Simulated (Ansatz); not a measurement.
# AlBClH₂ radical (SMILES [BH2][Al][Cl]): one structure at several levels

How do the functionals fare away from a minimum? The structure is a structure displaced at random from a GFN2-xTB minimum.

Method: single points in def2-TZVPP; program: Ansatz 0.2.0, Gaussian basis.

Cores are frozen in the correlated methods. Orbitals are unrestricted.

### 1 The system as given

SMILES `[BH2][Al][Cl]`, 5 atoms, charge 0, spin multiplicity 2.

Atoms are counted from 1 here; the program's logs count them from 0.

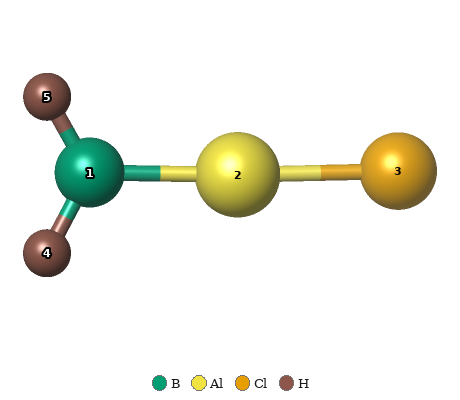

As it starts; boron teal, aluminium yellow, chlorine amber, hydrogen brown; atoms are numbered from 1 in the order of the file.

Geometry (Å):

| atom | x (Å) | y (Å) | z (Å) |
| --- | --- | --- | --- |
| B1 | -0.5495 | 0.5921 | -0.4168 |
| Al2 | 0.5528 | -0.6347 | 0.4413 |
| Cl3 | 1.8519 | -1.9409 | 1.2971 |
| H4 | -1.5756 | 0.2193 | -0.7688 |
| H5 | -0.2633 | 1.6452 | -0.4789 |

### 2 CCSD(T)/def2-TZVPP

File run/in.yaml:

```yaml
crystal:
  periodic: [false, false, false]
  atoms:
    - {symbol: B, position_ang: [-0.549500, 0.592100, -0.416800]}
    - {symbol: Al, position_ang: [0.552800, -0.634700, 0.441300]}
    - {symbol: Cl, position_ang: [1.851900, -1.940900, 1.297100]}
    - {symbol: H, position_ang: [-1.575600, 0.219300, -0.768800]}
    - {symbol: H, position_ang: [-0.263300, 1.645200, -0.478900]}
basis:
  gaussian: {orbitals: def2-TZVPP}
magnetization: {spin_polarized: true, initial_magnetization: 1}
correlation: {method: ccsd_t}
scf: {omitted_lower_state_checks: [cluster_reference]}
output: {forces: true}
```

The command line of these runs was not kept.

### 3 PBE0-D4/def2-TZVPP

Changes to run/in.yaml since step 2:

```diff
@@ -11,4 +11,3 @@
 magnetization: {spin_polarized: true, initial_magnetization: 1}
-correlation: {method: ccsd_t}
-scf: {omitted_lower_state_checks: [cluster_reference]}
-output: {forces: true}
+hamiltonian: {xc: pbe0, dispersion: d4}
+output: {forces: true, orbitals: {seedname: orbitals}}
```

### 4 wB97M-V/def2-TZVPP

Changes to run/in.yaml since step 3:

```diff
@@ -11,3 +11,3 @@
 magnetization: {spin_polarized: true, initial_magnetization: 1}
-hamiltonian: {xc: pbe0, dispersion: d4}
-output: {forces: true, orbitals: {seedname: orbitals}}
+hamiltonian: {xc: {name: wB97M-V}}
+output: {forces: true}
```

### 5 r2SCAN-D4/def2-TZVPP

Changes to run/in.yaml since step 4:

```diff
@@ -11,3 +11,3 @@
 magnetization: {spin_polarized: true, initial_magnetization: 1}
-hamiltonian: {xc: {name: wB97M-V}}
+hamiltonian: {xc: r2scan, dispersion: d4}
 output: {forces: true}
```

### 6 PBE-D4/def2-TZVPP

Changes to run/in.yaml since step 5:

```diff
@@ -11,3 +11,3 @@
 magnetization: {spin_polarized: true, initial_magnetization: 1}
-hamiltonian: {xc: r2scan, dispersion: d4}
+hamiltonian: {xc: pbe, dispersion: d4}
 output: {forces: true}
```

### 7 B97M-V/def2-TZVPP

Changes to run/in.yaml since step 6:

```diff
@@ -11,3 +11,3 @@
 magnetization: {spin_polarized: true, initial_magnetization: 1}
-hamiltonian: {xc: pbe, dispersion: d4}
+hamiltonian: {xc: {name: B97M-V}}
 output: {forces: true}
```

### 8 r2SCAN0-D4/def2-TZVPP

Changes to run/in.yaml since step 7:

```diff
@@ -11,3 +11,3 @@
 magnetization: {spin_polarized: true, initial_magnetization: 1}
-hamiltonian: {xc: {name: B97M-V}}
+hamiltonian: {xc: {name: r2SCAN0}, dispersion: d4}
 output: {forces: true}
```

(Steps that only read results are left out.)

Q: Predict the outcome of this session. Wanted: energy less free atoms, CCSD(T)/def2-TZVPP; RMS force component; RMS force error; HOMO and LUMO, PBE0-D4; T1 diagnostic.

**Answer**, as computed:

```
                                  quantity                                                                                             value
energy less free atoms, CCSD(T)/def2-TZVPP                                                                                        -13.468 eV
                       RMS force component                                                              0.991 to 1.085 eV/Å over the methods
                           RMS force error  PBE0-D4 0.079, wB97M-V 0.094, r2SCAN-D4 0.066, PBE-D4 0.112, B97M-V 0.094, r2SCAN0-D4 0.088 eV/Å
                    HOMO and LUMO, PBE0-D4                                                                                -5.54 and -2.41 eV
                             T1 diagnostic                                                                                             0.015
```

In words: Against CCSD(T) the functionals' energies less atoms differ by -0.963 to -0.611 eV, PBE-D4 by -0.796 eV. CCSD(T) in triple zeta still lacks some correlation energy of the bonds, so part of these gaps is its own basis error and they don't rank the functionals. On forces the order runs from r2SCAN-D4 to PBE-D4. Frozen-core CCSD(T) forces in triple zeta carry basis errors of their own, and this is one geometry, so small gaps rank nothing.
